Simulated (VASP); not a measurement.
# GaN with AM05: from relaxation to properties, part 3 of 8

Aim: relax GaN with AM05, compute its properties on that cell and hold them against experiment. The start is a cell from a database of measured crystal structures.

VASP 6.6.1, plane waves and PAW; the level of theory is named at each step.

So far, gap on the k-mesh (eV): step 2 (relaxing cell and atoms (AM05)) 2.02; step 3 (second relaxation) 2.02. The relaxed cell has a = 3.180, c = 5.177 Å (conventional setting).

The database entry behind the starting cell differs from later determinations by our own check (thin film, about 0.3 % long), so it need not match the best structure at ambient conditions.

**6. Density of states (AM05)**

Level of this step: AM05; plane waves and PAW (Ga_d, N) (VASP).

A density of states needs more k-points than a total energy; ISMEAR = -5 takes tetrahedra, and LORBIT projects the states on the PAW spheres. The mesh is finer than in the run before.

Input file INCAR:

```
SYSTEM = GaN
PREC = Accurate
ENCUT = 520
EDIFF = 1E-06
NELM = 100
ISMEAR = -5
SIGMA = 0.05
LREAL = .FALSE.
ALGO = Normal
GGA = AM
NBANDS = 32
LORBIT = 11
LWAVE = .FALSE.
LCHARG = .FALSE.
KPAR = 4
NEDOS = 2001
```

Input file POSCAR:

```
GaN
1.0
    3.1804015281      0.0000000000      0.0000000000
   -1.5902007640      2.7543085176      0.0000000000
    0.0000000000      0.0000000000      5.1773553217
Ga N
2 2
Direct
    0.6666666667      0.3333333333      0.5915912693
    0.3333333333      0.6666666667      0.0915912693
    0.6666666667      0.3333333333      0.9684087307
    0.3333333333      0.6666666667      0.4684087307
```

Input file KPOINTS:

```
Automatic mesh
0
Gamma
12 12 7
0 0 0
```

PAW data sets: Ga_d and N (PBE family, release 64).

The run is started by

```
> mpirun -np 4 vasp_std
```

The program printed:

```text
[... set-up lines as in an earlier step ...]
 entering main loop
       N       E                     dE             d eps       ncg     rms          rms(c)
DAV:   1     0.299083133103E+03    0.29908E+03   -0.16230E+04  6016   0.210E+03
DAV:   2     0.130674403908E+02   -0.28602E+03   -0.26199E+03  4920   0.496E+02
DAV:   3    -0.276400407438E+02   -0.40707E+02   -0.40031E+02  5768   0.129E+02
DAV:   4    -0.289140038069E+02   -0.12740E+01   -0.12725E+01  5504   0.257E+01
DAV:   5    -0.289346009559E+02   -0.20597E-01   -0.20596E-01  6024   0.328E+00    0.102E+01
DAV:   6    -0.253789314944E+02    0.35557E+01   -0.58495E+00  8072   0.388E+01    0.327E+00
DAV:   7    -0.254184002669E+02   -0.39469E-01   -0.98891E-01  5240   0.643E+00    0.264E+00
DAV:   8    -0.254088041843E+02    0.95961E-02   -0.14581E-01  7392   0.344E+00    0.146E+00
DAV:   9    -0.253878917388E+02    0.20912E-01   -0.34719E-02  7528   0.272E+00    0.443E-01
DAV:  10    -0.253885487335E+02   -0.65699E-03   -0.63927E-03  5488   0.431E-01    0.233E-01
DAV:  11    -0.253884829062E+02    0.65827E-04   -0.32310E-04  6736   0.354E-01    0.115E-01
DAV:  12    -0.253884759231E+02    0.69831E-05   -0.43238E-05  6072   0.467E-02    0.895E-02
DAV:  13    -0.253884791738E+02   -0.32507E-05   -0.60120E-05  6120   0.457E-02    0.693E-02
DAV:  14    -0.253884753454E+02    0.38284E-05   -0.66722E-06  5904   0.215E-02    0.223E-02
DAV:  15    -0.253884751105E+02    0.23491E-06   -0.12540E-06  3792   0.604E-03
   1 F= -.25388475E+02 E0= -.25388475E+02  d E =0.000000E+00
```

The job ended after 39 s (4 MPI ranks of AMD EPYC 7R43, shared host; peak memory 0.73 GiB; 2 min of CPU time).

Parts of OUTCAR (step 6):

```text
   k-points           NKPTS =     76   k-points in BZ     NKDIM =     76   number of bands    NBANDS=     32

   NELECT =      36.0000    total number of electrons

 E-fermi :   5.3290

 k-point     1 :       0.0000    0.0000    0.0000
  band No.  band energies     occupation
    ...
     14       4.2560      2.00000
     15       4.2560      2.00000
     16       5.2728      2.00000
     17       5.3098      2.00000
     18       5.3098      2.00000
     19       7.3252      0.00000
     20       9.5950      0.00000
     21      14.5192      0.00000
     22      15.1691      0.00000
     23      15.1691      0.00000
    ...

  Total       -0.0179730     -0.0179730      0.0347674     -0.0000000      0.0000000      0.0000000
  in kB       -0.6349348     -0.6349348      1.2282330     -0.0000000      0.0000000      0.0000000
  external PRESSURE =      -0.0138788 kB  Pullay stress =       0.0000000 kB

 POSITION                                       TOTAL-FORCE (eV/Angst)
 -----------------------------------------------------------------------------------
      1.59020      0.91810      3.06288         0.000000      0.000000     -0.000678
     -0.00000      1.83621      0.47420        -0.000000     -0.000000     -0.000678
      1.59020      0.91810      5.01380        -0.000000      0.000000      0.000678
     -0.00000      1.83621      2.42512         0.000000      0.000000      0.000678
 -----------------------------------------------------------------------------------
    total drift:                               -0.000001     -0.000002      0.001418

  FREE ENERGIE OF THE ION-ELECTRON SYSTEM (eV)
  ---------------------------------------------------
  free  energy   TOTEN  =       -25.3884751105 eV

  energy  without entropy=      -25.3884751105  energy(sigma->0) =      -25.38847511

[... 7 parts as in an earlier step ...]

[... 9 further parts left out ...]
```

This step gave:

| Item | Value |
| --- | --- |
| irreducible k-points | 76 |
| Fermi energy | 5.329 eV |
| pressure | -0.001388 GPa |
| gap on the k-mesh | 2.015 eV |
| least direct gap on the k-mesh | 2.015 eV |

The density of states has structure finer than the step of the table below, so its rows give means over 2 eV, whole bins alone (the curve runs from -12.0 to 9.91 eV). Peaks (eV: height): total -11.3: 3.43, -1.5: 5.31, 8.2: 4.85, 9.8: 3.47; N p -6.0: 0.800, -1.5: 2.74, 8.2: 1.38; Ga p -1.5: 0.822, 5.4: 0.305, 8.2: 0.541, 9.8: 0.932; Ga d -11.3: 1.73, -1.5: 0.349, 8.2: 0.314; Ga s -6.0: 0.952, 5.9: 0.314, 7.6: 0.581, 8.2: 1.07.

States under -12.0 eV and over 9.9 eV are left out. Table of density of states by energy, zero at the valence-band top; means over each step; values in states/eV/cell:

```csv
energy (eV),total,N p,Ga p,Ga d,Ga s,N s
-10,0,0,0,0,0,0
-8,0.00171,4.3e-4,1.9e-4,1.8e-5,4.1e-4,1.8e-5
-6,1.46,0.401,0.0935,0.0545,0.429,0.0468
-4,1.34,0.469,0.207,0.0683,0.121,0.0458
-2,2.66,1.27,0.426,0.170,0.0516,0.0207
0,0.535,0.303,0.0536,0.0547,0.00177,0.00126
2,0.0122,0.00174,2.8e-4,7.2e-5,0.00234,0.00342
4,0.584,0.0787,0.0711,0.0216,0.0890,0.0907
6,1.51,0.232,0.201,0.106,0.226,0.119
8,1.91,0.489,0.241,0.139,0.365,0.0276
```

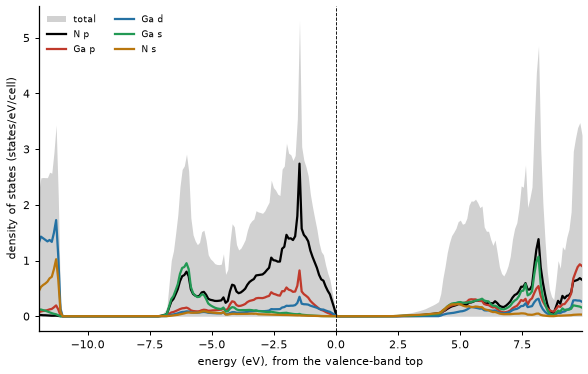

Density of states, plotted against energy.

The gap on this mesh is 2.02 eV. In the top eV of the valence band the largest shares in the PAW spheres are N p 57 %, Ga d 10 % and Ga p 10 %; in the lowest eV of the conduction band, N s 28 %, Ga s 19 % and N p 15 %. The rest lies in smaller channels or between the spheres.

**7. Vibrations at Γ (AM05)**

Zone-centre modes test whether the atoms sit at a minimum within this cell. IBRION = 8 takes the force constants from linear response, which needs tightly converged orbitals.

Input file INCAR:

```
SYSTEM = GaN
PREC = Accurate
ENCUT = 520
EDIFF = 1E-08
NELM = 100
ISMEAR = 0
SIGMA = 0.05
LREAL = .FALSE.
ALGO = Normal
GGA = AM
NBANDS = 24
LORBIT = 11
LWAVE = .FALSE.
LCHARG = .FALSE.
KPAR = 4
IBRION = 8
LEPSILON = .TRUE.
ISIF = 2
```

POSCAR is that of step 6.

Input file KPOINTS:

```
Automatic mesh
0
Gamma
16 16 9
0 0 0
```

The run is started by

```
> mpirun -np 4 vasp_std
```

The program printed:

```text
[... set-up lines as in an earlier step ...]
 entering main loop
       N       E                     dE             d eps       ncg     rms          rms(c)
DAV:   1     0.270589545821E+03    0.27059E+03   -0.18179E+04  7704   0.280E+03
DAV:   2     0.339898587947E+01   -0.26719E+03   -0.25566E+03  8024   0.512E+02
DAV:   3    -0.279471570532E+02   -0.31346E+02   -0.31079E+02  8528   0.142E+02
DAV:   4    -0.289177592323E+02   -0.97060E+00   -0.96885E+00  9120   0.282E+01
DAV:   5    -0.289344919209E+02   -0.16733E-01   -0.16727E-01  8600   0.330E+00    0.102E+01
DAV:   6    -0.253430080770E+02    0.35915E+01   -0.10737E+01 12480   0.517E+01    0.313E+00
DAV:   7    -0.254193364178E+02   -0.76328E-01   -0.14064E+00  7680   0.895E+00    0.269E+00
DAV:   8    -0.254103696974E+02    0.89667E-02   -0.22366E-01 12344   0.662E+00    0.997E-01
DAV:   9    -0.253876493700E+02    0.22720E-01   -0.87343E-02 12512   0.496E+00    0.317E-01
DAV:  10    -0.253886560881E+02   -0.10067E-02   -0.47940E-03  8192   0.659E-01    0.853E-02
DAV:  11    -0.253884816433E+02    0.17444E-03   -0.14762E-03 11288   0.698E-01    0.383E-02
DAV:  12    -0.253884956556E+02   -0.14012E-04   -0.15931E-04  7600   0.931E-02    0.357E-02
DAV:  13    -0.253885006515E+02   -0.49960E-05   -0.13358E-04 11168   0.142E-01    0.397E-02
DAV:  14    -0.253884947225E+02    0.59290E-05   -0.23952E-05  9960   0.470E-02    0.179E-02
DAV:  15    -0.253884944422E+02    0.28033E-06   -0.22634E-06  9072   0.104E-02    0.119E-02
DAV:  16    -0.253884942538E+02    0.18838E-06   -0.43050E-07 12016   0.665E-03    0.699E-03
DAV:  17    -0.253884941904E+02    0.63449E-07   -0.49558E-07 11512   0.635E-03    0.183E-03
DAV:  18    -0.253884942112E+02   -0.20788E-07   -0.95175E-08  8592   0.206E-03    0.277E-04
DAV:  19    -0.253884942075E+02    0.36962E-08   -0.51996E-09  4480   0.555E-04
   1 F= -.25388494E+02 E0= -.25388494E+02  d E =-.333837E-16
 Linear response reoptimize wavefunctions to high precision
DAV:   1    -0.253884942087E+02   -0.11896E-08   -0.12190E-09  4584   0.303E-04
DAV:   2    -0.253884942087E+02   -0.36380E-11   -0.29711E-10  4168   0.157E-04
 Linear response G [H, r] |phi>, progress :
  Direction:   1
       N       E                     dE             d eps       ncg     rms
RMM:   1    -0.896611016079E+02   -0.89661E+02    0.10633E+02  8619   0.344E+02
RMM:   2    -0.837617998959E+02    0.58993E+01   -0.24017E+02 13129   0.847E+01
RMM:   3    -0.886776870686E+02   -0.49159E+01   -0.20570E+01 14582   0.279E+01
RMM:   4    -0.888957507833E+02   -0.21806E+00   -0.16200E+00 15042   0.669E+00
RMM:   5    -0.889375541154E+02   -0.41803E-01   -0.25991E-01 15169   0.188E+00
RMM:   6    -0.889324454921E+02    0.51086E-02   -0.59061E-02 15277   0.660E-01
RMM:   7    -0.889325223123E+02   -0.76820E-04   -0.36145E-02 15507   0.236E-01
RMM:   8    -0.889299213795E+02    0.26009E-02   -0.66198E-03 15551   0.939E-02
RMM:   9    -0.889298144598E+02    0.10692E-03   -0.49380E-03 15848   0.380E-02
RMM:  10    -0.889294126326E+02    0.40183E-03   -0.81130E-04 15607   0.165E-02
RMM:  11    -0.889293986870E+02    0.13946E-04   -0.64754E-04 15409   0.773E-03
RMM:  12    -0.889293444942E+02    0.54193E-04   -0.10122E-04 14687   0.428E-03
RMM:  13    -0.889293434329E+02    0.10613E-05   -0.89855E-05 14017   0.275E-03
RMM:  14    -0.889293372543E+02    0.61787E-05   -0.27836E-05 12774   0.218E-03
RMM:  15    -0.889293366347E+02    0.61955E-06   -0.23183E-05 11163   0.193E-03
RMM:  16    -0.889293352097E+02    0.14250E-05    0.40913E-06 10183   0.183E-03
RMM:  17    -0.889293353557E+02   -0.14598E-06   -0.29829E-05  9269   0.180E-03
RMM:  18    -0.889293357491E+02   -0.39340E-06    0.56845E-05  8664   0.176E-03
 Linear response G [H, r] |phi>, progress :
  Direction:   2
       N       E                     dE             d eps       ncg     rms
RMM:   1    -0.876071802311E+02   -0.87607E+02    0.25533E+01  8738   0.335E+02
RMM:   2    -0.924620402646E+02   -0.48549E+01   -0.20326E+02 13266   0.828E+01
RMM:   3    -0.988892894206E+02   -0.64272E+01   -0.20298E+01 14621   0.274E+01
RMM:   4    -0.990304575334E+02   -0.14117E+00   -0.11364E+00 14866   0.646E+00
RMM:   5    -0.991126395470E+02   -0.82182E-01   -0.28357E-01 15220   0.186E+00
RMM:   6    -0.990920567347E+02    0.20583E-01    0.80566E-02 15172   0.651E-01
RMM:   7    -0.991050480511E+02   -0.12991E-01   -0.24849E-02 15503   0.231E-01
RMM:   8    -0.991019836229E+02    0.30644E-02    0.95027E-03 15464   0.904E-02
RMM:   9    -0.991033695752E+02   -0.13860E-02   -0.36762E-03 15796   0.364E-02
RMM:  10    -0.991029037043E+02    0.46587E-03    0.11019E-03 15424   0.154E-02
RMM:  11    -0.991030761057E+02   -0.17240E-03   -0.59885E-04 15296   0.730E-03
RMM:  12    -0.991029807184E+02    0.95387E-04    0.35903E-04 14462   0.405E-03
RMM:  13    -0.991030293419E+02   -0.48623E-04   -0.12630E-04 13855   0.270E-03
RMM:  14    -0.991030105112E+02    0.18831E-04    0.62451E-05 12426   0.215E-03
RMM:  15    -0.991030201568E+02   -0.96456E-05   -0.32404E-05 10932   0.193E-03
RMM:  16    -0.991030161257E+02    0.40311E-05    0.51754E-06  9930   0.185E-03
RMM:  17    -0.991030178977E+02   -0.17720E-05    0.11361E-05  8917   0.180E-03
RMM:  18    -0.991030178148E+02    0.82877E-07   -0.72301E-05  8380   0.179E-03
 Linear response G [H, r] |phi>, progress :
  Direction:   3
       N       E                     dE             d eps       ncg     rms
 LRF_COMMUTATOR internal error: the vector H(1)-e(1) S(1) |phi(0)> is not orthog
 onal to |phi(0)> (1.142812945591903E-004,-1.047772979489991E-015)
 LRF_COMMUTATOR internal error: the vector H(1)-e(1) S(1) |phi(0)> is not orthog
 onal to |phi(0)> (1.172624600036254E-004,1.408595462493167E-015)
 LRF_COMMUTATOR internal error: the vector H(1)-e(1) S(1) |phi(0)> is not orthog
 onal to |phi(0)> (1.056437324157833E-004,6.153064169289735E-015)
 LRF_COMMUTATOR internal error: the vector H(1)-e(1) S(1) |phi(0)> is not orthog
 onal to |phi(0)> (-1.398245621828526E-004,5.549033454954611E-014)
 LRF_COMMUTATOR internal error: the vector H(1)-e(1) S(1) |phi(0)> is not orthog
 onal to |phi(0)> (-1.405692868414396E-004,3.062827769184651E-014)
 LRF_COMMUTATOR internal error: the vector H(1)-e(1) S(1) |phi(0)> is not orthog
 onal to |phi(0)> (-1.377299351601330E-004,-1.419003803349028E-014)
 LRF_COMMUTATOR internal error: the vector H(1)-e(1) S(1) |phi(0)> is not orthog
 onal to |phi(0)> (1.519605067733113E-004,-7.722988915048745E-015)
 LRF_COMMUTATOR internal error: the vector H(1)-e(1) S(1) |phi(0)> is not orthog
 onal to |phi(0)> (1.373512539663349E-004,-1.396278925813732E-014)
 LRF_COMMUTATOR internal error: the vector H(1)-e(1) S(1) |phi(0)> is not orthog
[...]
dielectric tensor                  component  2 :    -0.489     5.657     0.000
 Linear response to external field, progress :
  Direction:   3
       N       E                     dE             d eps       ncg     rms          rms(c)
RMM:   1    -0.994279310951E-01   -0.99428E-01    0.34927E+00  7924   0.934E+00
RMM:   2    -0.612800262077E+00   -0.51337E+00   -0.11810E-01 13928   0.210E+00    0.120E+00
RMM:   3    -0.617801002480E+00   -0.50007E-02   -0.26250E-02 13904   0.834E-01    0.697E-01
RMM:   4    -0.644627805506E+00   -0.26827E-01   -0.10833E-02 14135   0.735E-01    0.594E-02
RMM:   5    -0.645694347339E+00   -0.10665E-02   -0.86586E-04 14369   0.183E-01    0.419E-02
RMM:   6    -0.647061732792E+00   -0.13674E-02   -0.11361E-04 13825   0.610E-02    0.908E-03
RMM:   7    -0.647360310380E+00   -0.29858E-03   -0.23281E-05 14338   0.195E-02    0.262E-03
RMM:   8    -0.647371588630E+00   -0.11278E-04   -0.67526E-06 14296   0.623E-03    0.895E-04
RMM:   9    -0.647405885829E+00   -0.34297E-04   -0.25343E-06 14345   0.253E-03    0.248E-04
RMM:  10    -0.647403770500E+00    0.21153E-05   -0.72715E-07 14002   0.939E-04    0.137E-04
RMM:  11    -0.647404384296E+00   -0.61380E-06   -0.13637E-07 14032   0.440E-04    0.230E-05
RMM:  12    -0.647405994660E+00   -0.16104E-05   -0.13609E-07 12393   0.172E-04    0.937E-06
 change of polarisation eV/A/(eV/A) component  3 :    -0.142    -0.116     1.212
 dielectric tensor                  component  3 :    -0.566    -0.463     5.835
 Linear response DOF=           4
 Linear response progress:
  Degree of freedom:   1/  4
       N       E                     dE             d eps       ncg     rms          rms(c)
RMM:   1    -0.162710998318E+00   -0.16271E+00    0.23635E-01 74300   0.799E+00
RMM:   2    -0.160106725422E+00    0.26043E-02   -0.45014E-02105993   0.163E+00    0.561E-02
RMM:   3    -0.160385313574E+00   -0.27859E-03   -0.31204E-03111169   0.405E-01    0.348E-02
RMM:   4    -0.159982356388E+00    0.40296E-03   -0.25681E-04113842   0.131E-01    0.490E-03
RMM:   5    -0.159949645352E+00    0.32711E-04   -0.15775E-05118047   0.435E-02    0.226E-03
RMM:   6    -0.159939063079E+00    0.10582E-04    0.10688E-06117727   0.167E-02    0.588E-04
RMM:   7    -0.159938836731E+00    0.22635E-06    0.10998E-06120664   0.694E-03    0.306E-04
RMM:   8    -0.159938793819E+00    0.42912E-07    0.10756E-06118923   0.311E-03    0.306E-05
RMM:   9    -0.159938959652E+00   -0.16583E-06   -0.50803E-09121724   0.151E-03    0.188E-05
RMM:  10    -0.159938852429E+00    0.10722E-06    0.73306E-07119785   0.787E-04    0.600E-06
RMM:  11    -0.159938873199E+00   -0.20770E-07    0.19098E-07121386   0.444E-04    0.400E-06
RMM:  12    -0.159938818950E+00    0.54249E-07    0.34172E-07120323   0.265E-04    0.130E-06
RMM:  13    -0.159938836493E+00   -0.17543E-07    0.94886E-08121965   0.166E-04    0.788E-07
RMM:  14    -0.159938823422E+00    0.13070E-07    0.19459E-07124304   0.109E-04    0.600E-07
RMM:  15    -0.159938831180E+00   -0.77574E-08    0.64443E-08125793   0.753E-05    0.499E-07
 first order change of Fermi-energy  -0.12129E+00
 force on displaced ion       1 direction 1 : -12.779   0.001   0.000
 Born effective charge ion    1 direction 1 :   2.605  -0.000   0.000
 Linear response progress:
  Degree of freedom:   2/  4
       N       E                     dE             d eps       ncg     rms          rms(c)
RMM:   1    -0.177984904949E+00   -0.17798E+00    0.25942E-01 15100   0.815E+00
RMM:   2    -0.172029842429E+00    0.59551E-02   -0.39318E-02 21037   0.166E+00    0.904E-02
RMM:   3    -0.172694951882E+00   -0.66511E-03   -0.26892E-03 22518   0.428E-01    0.435E-02
RMM:   4    -0.172299244267E+00    0.39571E-03    0.18460E-06 22959   0.140E-01    0.203E-02
RMM:   5    -0.172131782010E+00    0.16746E-03   -0.59810E-05 22963   0.590E-02    0.482E-03
RMM:   6    -0.172121780922E+00    0.10001E-04    0.35852E-05 22571   0.215E-02    0.285E-03
RMM:   7    -0.172131659150E+00   -0.98782E-05    0.38333E-06 23500   0.813E-03    0.888E-04
RMM:   8    -0.172134817326E+00   -0.31582E-05    0.11327E-06 22333   0.335E-03    0.209E-04
RMM:   9    -0.172136621663E+00   -0.18043E-05   -0.52318E-06 23938   0.148E-03    0.740E-05
RMM:  10    -0.172136455167E+00    0.16650E-06   -0.20814E-06 22794   0.678E-04    0.314E-05
RMM:  11    -0.172136349890E+00    0.10528E-06   -0.16758E-06 24051   0.336E-04    0.820E-06
RMM:  12    -0.172136294165E+00    0.55725E-07   -0.12874E-06 22054   0.179E-04    0.305E-06
RMM:  13    -0.172136226692E+00    0.67473E-07   -0.51486E-07 24040   0.987E-05    0.191E-06
RMM:  14    -0.172136212067E+00    0.14625E-07   -0.41311E-07 23952   0.582E-05    0.550E-07
RMM:  15    -0.172136188490E+00    0.23577E-07   -0.18714E-07 24259   0.381E-05    0.438E-07
RMM:  16    -0.172136187489E+00    0.10014E-08   -0.17390E-07 22631   0.278E-05    0.278E-07
RMM:  17    -0.172136176773E+00    0.10716E-07   -0.72330E-08 19327   0.225E-05    0.167E-07
RMM:  18    -0.172136175988E+00    0.78462E-09   -0.61396E-08 16310   0.194E-05    0.148E-07
 first order change of Fermi-energy  -0.78626E+00
 force on displaced ion       1 direction 3 :   0.000  -0.000 -19.501
 Born effective charge ion    1 direction 3 :   0.000   0.000   2.744
 Linear response progress:
  Degree of freedom:   3/  4
       N       E                     dE             d eps       ncg     rms          rms(c)
RMM:   1    -0.238945471546E+00   -0.23895E+00    0.10227E-01133987   0.341E+00
RMM:   2    -0.230038475157E+00    0.89070E-02   -0.16094E-02 95442   0.106E+00    0.134E-01
RMM:   3    -0.231269724759E+00   -0.12312E-02   -0.17160E-03109672   0.319E-01    0.686E-02
RMM:   4    -0.232569161759E+00   -0.12994E-02   -0.45122E-04106127   0.139E-01    0.163E-02
RMM:   5    -0.232623176927E+00   -0.54015E-04   -0.22974E-05109257   0.376E-02    0.267E-03
RMM:   6    -0.232577721018E+00    0.45456E-04   -0.19218E-06110024   0.111E-02    0.165E-03
RMM:   7    -0.232560369548E+00    0.17351E-04   -0.14274E-07107447   0.306E-03    0.352E-04
RMM:   8    -0.232564705638E+00   -0.43361E-05   -0.20219E-08109743   0.102E-03    0.934E-05
RMM:   9    -0.232564410016E+00    0.29562E-06   -0.10235E-08112796   0.333E-04    0.244E-05
RMM:  10    -0.232564823262E+00   -0.41325E-06   -0.24840E-09111802   0.122E-04    0.518E-06
RMM:  11    -0.232564815504E+00    0.77582E-08   -0.16151E-09114433   0.498E-05    0.393E-06
 first order change of Fermi-energy  -0.34873E-01
 force on displaced ion       3 direction 1 : -13.060   0.000   0.000
 Born effective charge ion    3 direction 1 :  -2.604   0.000  -0.000
 Linear response progress:
  Degree of freedom:   4/  4
       N       E                     dE             d eps       ncg     rms          rms(c)
RMM:   1    -0.251311575569E+00   -0.25131E+00    0.15765E-01 29245   0.338E+00
RMM:   2    -0.245381166463E+00    0.59304E-02   -0.18285E-02 19318   0.116E+00    0.135E-01
RMM:   3    -0.245900836871E+00   -0.51967E-03   -0.23683E-03 20748   0.394E-01    0.638E-02
RMM:   4    -0.246767970330E+00   -0.86713E-03   -0.50690E-04 21762   0.160E-01    0.192E-02
RMM:   5    -0.246928762392E+00   -0.16079E-03   -0.56730E-05 22352   0.453E-02    0.767E-03
RMM:   6    -0.246974319539E+00   -0.45557E-04   -0.27307E-06 22376   0.148E-02    0.177E-03
RMM:   7    -0.246971291263E+00    0.30283E-05   -0.17327E-06 20750   0.523E-03    0.786E-04
RMM:   8    -0.246966356473E+00    0.49348E-05    0.31048E-07 21202   0.215E-03    0.245E-04
RMM:   9    -0.246966016552E+00    0.33992E-06    0.86142E-07 20707   0.957E-04    0.439E-05
RMM:  10    -0.246966001784E+00    0.14768E-07    0.20948E-07 22174   0.354E-04    0.164E-05
RMM:  11    -0.246966092079E+00   -0.90295E-07    0.59162E-08 22672   0.132E-04    0.646E-06
RMM:  12    -0.246966134126E+00   -0.42047E-07    0.49295E-08 21949   0.528E-05    0.219E-06
RMM:  13    -0.246966124269E+00    0.98572E-08    0.60913E-09 22789   0.278E-05    0.734E-07
 first order change of Fermi-energy   0.78841E+00
 force on displaced ion       3 direction 3 :  -0.000  -0.000 -17.478
 Born effective charge ion    3 direction 3 :   0.000   0.000  -2.744
 Born effective charges drift removed
 Linear response finished
```

Elapsed: 36 min, on 4 MPI ranks; peak memory 8.9 GiB; 1.9 h of CPU time.

(Part 3 of 8 ends here.)

[Lines on the potential files, build, host, timing and source positions are cut from VASP's logs without a mark.]

[Logs are printed without paths, hosts, clocks, repeated set-up lines and the standing remarks that a program may print on its own settings, such as how far it seeks lower states.]

[Hosts, paths, dates, database ids (printed as entryN), source tags and the programs' standing remarks are cut or masked in the printed files.]

[Measured values are set beside computed ones only where the two were judged alike; some that the calculation misses by far are left out.]
